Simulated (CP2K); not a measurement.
# SiH2Cl− (SMILES [SiH2-]Cl) at PM6

What is the energy change on altering one bond length of SiH2Cl− at PM6? 

The calculation is run with CP2K 2026.2.

## (1) The molecule

SiH2Cl− has 4 atoms, charge -1, and is taken as a singlet. SMILES: `[SiH2-]Cl`. Geometry: relaxed at GFN2-xTB.

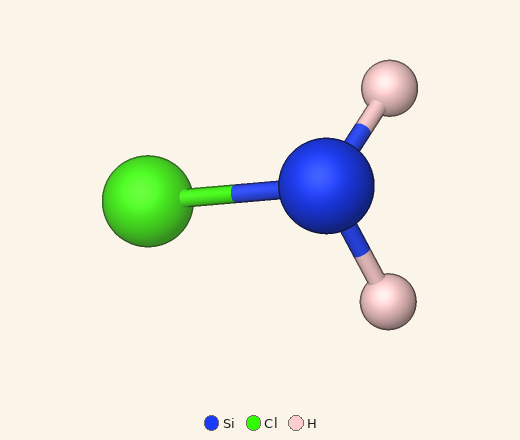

Viewed from a chosen angle; silicon blue, chlorine green, hydrogen pink.

## (2) Energy and gradient at PM6

File calc.inp:

```
&GLOBAL
    PROJECT calc
    RUN_TYPE ENERGY_FORCE
    PRINT_LEVEL MEDIUM
&END GLOBAL
&FORCE_EVAL
    METHOD Quickstep
    &DFT
        CHARGE -1
        MULTIPLICITY 1
        &QS
            METHOD PM6
            EPS_DEFAULT 1.0E-10
            &SE
                &COULOMB
                    CUTOFF [angstrom] 50
                    RC_RANGE [angstrom] 0
                &END COULOMB
                &EXCHANGE
                    CUTOFF [angstrom] 50
                    RC_RANGE [angstrom] 0
                &END EXCHANGE
            &END SE
        &END QS
        &POISSON
            PERIODIC NONE
            POISSON_SOLVER ANALYTIC
        &END POISSON
        &SCF
            SCF_GUESS ATOMIC
            EPS_SCF 1.0E-06
            MAX_SCF 150
            &DIAGONALIZATION
                ALGORITHM STANDARD
            &END DIAGONALIZATION
            &MIXING
                METHOD DIRECT_P_MIXING
                ALPHA 0.4
            &END MIXING
        &END SCF
        &PRINT
            &MOMENTS
                PERIODIC F
                REFERENCE COM
                MAX_MOMENT 1
            &END MOMENTS
            &MO ON
                ENERGIES T
                OCCUPATION_NUMBERS T
                NDIGITS 6
                &EACH
                    QS_SCF 0
                &END EACH
                ADD_LAST NUMERIC
            &END MO
            &HIRSHFELD OFF
            &END HIRSHFELD
        &END PRINT
    &END DFT
    &SUBSYS
        &CELL
            ABC [angstrom] 18.6 17.6 18
            PERIODIC NONE
        &END CELL
        &COORD
            Si    -0.487890     0.431230     0.253920
            Cl     1.672110    -0.122480     0.774530
            H     -0.971070    -0.977580     0.165380
            H     -0.213160     0.668840    -1.193830
        &END COORD
        &TOPOLOGY
            &CENTER_COORDINATES
            &END CENTER_COORDINATES
        &END TOPOLOGY
    &END SUBSYS
    &PRINT
        &FORCES ON
        &END FORCES
    &END PRINT
&END FORCE_EVAL
```

Run with:

```
$ OMP_NUM_THREADS=1 cp2k.psmp -i calc.inp > calc.out 2>&1
```

Output:

```text
CP2K| version string:                                       CP2K version 2026.2
[...]
 GLOBAL| Method name                                                        CP2K
[...]
 GLOBAL| Run type                                                   ENERGY_FORCE
[...]
                             - Atoms:                                          4
[...]
                             - Spherical basis functions:                     20
[...]
 Number of electrons:                                                         14
[...]
     1 P_Mix/Diag. 0.40E+00    0.0     0.87787292       -10.5432539511 -1.05E+01
[...]
    18 DIIS/Diag.  0.13E-06    0.0     0.00000036       -13.0833072352 -1.63E-12
  *** SCF run converged in    18 steps ***
  Core-core repulsion energy [eV]:                            259.75951289066558
  Core Hamiltonian energy [eV]:                              -571.55350852885033
  Two-electron integral energy [eV]:                          -88.44179930493564
  Electronic energy [eV]:                                    -615.77440818131811
  Total energy [eV]:                                         -356.01489529065259
  Atomic reference energy [eV]:                               354.30763242855244
  Heat of formation [kcal/mol]:                               -39.37042001239616
[...]
 SE_DIPOLE| Moment [Debye]         -2.06376092       1.48256909       0.65138918
 SE_DIPOLE| Derivative [a.u.]       0.00000000       0.00000000       0.00000000
 ENERGY| Total FORCE_EVAL ( QS ) energy [hartree]            -13.083307235213500
 FORCES| Atomic forces [hartree/bohr]
 FORCES|   Atom     x               y               z               |f|
 FORCES|      1  1.94450433E-04  9.05295847E-03  1.07250395E-02   1.40363934E-02
 FORCES|      2  5.03040910E-03 -3.78971804E-04  2.48274988E-03   5.62251565E-03
 FORCES|      3 -6.51250678E-03 -1.30582268E-02  5.31659523E-04   1.46018045E-02
 FORCES|      4  1.28764725E-03  4.38424016E-03 -1.37394489E-02   1.44793664E-02
 FORCES| Sum    -1.38777878E-17  0.00000000E+00  3.46944695E-17
 FORCES| Total atomic force                                       3.73670873E-17
[...]
```

Wall time 0.93 s (1 thread of Intel Xeon 6975P-C (Granite Rapids), shared host); peak memory 0.19 GiB.

## (3) The distorted shape at the same level

File run.inp:

```
&GLOBAL
   PROJECT_NAME run
   RUN_TYPE ENERGY_FORCE
   PRINT_LEVEL MEDIUM
&END GLOBAL

&FORCE_EVAL
   METHOD QUICKSTEP
   &DFT
      CHARGE -1
      &QS
         METHOD PM6
         EPS_DEFAULT 1.0E-10
         &SE
            &COULOMB
               CUTOFF [angstrom] 50
               RC_RANGE [angstrom] 0
            &END COULOMB
            &EXCHANGE
               CUTOFF [angstrom] 50
               RC_RANGE [angstrom] 0
            &END EXCHANGE
         &END SE
      &END QS
      &POISSON
         PERIODIC NONE
         POISSON_SOLVER ANALYTIC
      &END POISSON
      &SCF
         SCF_GUESS ATOMIC
         EPS_SCF 1.0E-06
         MAX_SCF 150
         &DIAGONALIZATION
            ALGORITHM STANDARD
         &END DIAGONALIZATION
         &MIXING
            METHOD DIRECT_P_MIXING
            ALPHA 0.4
         &END MIXING
      &END SCF
      &PRINT
         &MOMENTS
            PERIODIC F
            REFERENCE COM
            MAX_MOMENT 1
         &END MOMENTS
         &MO ON
            ENERGIES T
            OCCUPATION_NUMBERS T
            NDIGITS 6
            &EACH
               QS_SCF 0
            &END EACH
            ADD_LAST NUMERIC
         &END MO
         &HIRSHFELD OFF
         &END HIRSHFELD
      &END PRINT
   &END DFT
   &SUBSYS
      &CELL
         ABC 18.6 17.6 17.8
         PERIODIC NONE
      &END CELL
      &COORD
         Si    -0.460425     0.454984     0.109186
         Cl     1.699575    -0.098726     0.629796
         H     -0.943605    -0.953826     0.020646
         H     -0.213160     0.668840    -1.193830
      &END COORD
      &TOPOLOGY
         &CENTER_COORDINATES
         &END CENTER_COORDINATES
      &END TOPOLOGY
   &END SUBSYS
   &PRINT
      &FORCES ON
      &END FORCES
   &END PRINT
&END FORCE_EVAL
```

Run with:

```
$ OMP_NUM_THREADS=1 cp2k.psmp -i run.inp -o run.out
```

Output:

```text
CP2K| version string:                                       CP2K version 2026.2
[...]
 GLOBAL| Method name                                                        CP2K
[...]
 GLOBAL| Run type                                                   ENERGY_FORCE
[...]
                             - Atoms:                                          4
[...]
                             - Spherical basis functions:                     20
[...]
 Number of electrons:                                                         14
[...]
     1 P_Mix/Diag. 0.40E+00    0.0     0.87416703       -10.4988171949 -1.05E+01
[...]
    17 DIIS/Diag.  0.85E-07    0.0     0.00000022       -13.0724897476 -7.72E-12
  *** SCF run converged in    17 steps ***
  Core-core repulsion energy [eV]:                            263.03589719147209
  Core Hamiltonian energy [eV]:                              -572.44019931348225
  Two-electron integral energy [eV]:                          -92.63246872319081
  Electronic energy [eV]:                                    -618.75643367507769
  Total energy [eV]:                                         -355.72053648360554
  Atomic reference energy [eV]:                               354.30763242855244
  Heat of formation [kcal/mol]:                               -32.58234412492961
[...]
 SE_DIPOLE| Moment [Debye]         -2.08967125       1.45326913       0.65787128
 SE_DIPOLE| Derivative [a.u.]       0.00000000       0.00000000       0.00000000
 ENERGY| Total FORCE_EVAL ( QS ) energy [hartree]            -13.072489747628204
 FORCES| Atomic forces [hartree/bohr]
 FORCES|   Atom     x               y               z               |f|
 FORCES|      1 -8.06308281E-03 -4.80076361E-04  5.69396975E-02   5.75097638E-02
 FORCES|      2  5.32569396E-03 -4.99210390E-04  3.25552350E-03   6.26184162E-03
 FORCES|      3 -6.72597061E-03 -1.28506253E-02  1.52033688E-03   1.45838498E-02
 FORCES|      4  9.46335945E-03  1.38299121E-02 -6.17155579E-02   6.39502285E-02
 FORCES| Sum     2.22044605E-16  9.71445147E-17  5.55111512E-17
 FORCES| Total atomic force                                       2.48641009E-16
[...]
```

Run time: 0.88 s. Hardware: 1 thread of Intel Xeon 6975P-C (Granite Rapids), shared host; peak memory 0.18 GiB.

## (4) Outcome

At PM6:

```
                                                          quantity           value
                                         first shape: total energy    -13.08331 Eh
                                          first shape: HOMO energy        -2.77 eV
            first shape: heat of formation at this unrelaxed shape  -39.4 kcal/mol
                             first shape: largest force on an atom      0.751 eV/Å
                                     distorted shape: total energy    -13.07249 Eh
                                      distorted shape: HOMO energy        -2.66 eV
        distorted shape: heat of formation at this unrelaxed shape  -32.6 kcal/mol
                         distorted shape: largest force on an atom      3.288 eV/Å
energy change with the Si1–H4 bond shortened from 1.493 to 1.343 Å        0.294 eV
```

**Reading.** With the Si1–H4 bond shortened from 1.493 to 1.343 Å the energy rises by 0.29 eV (28.4 kJ/mol). The first shape isn't relaxed at this level, so the change isn't measured from a minimum. The largest force (first shape) is 0.75 eV/Å: the shape isn't a stationary point for this species at this level.
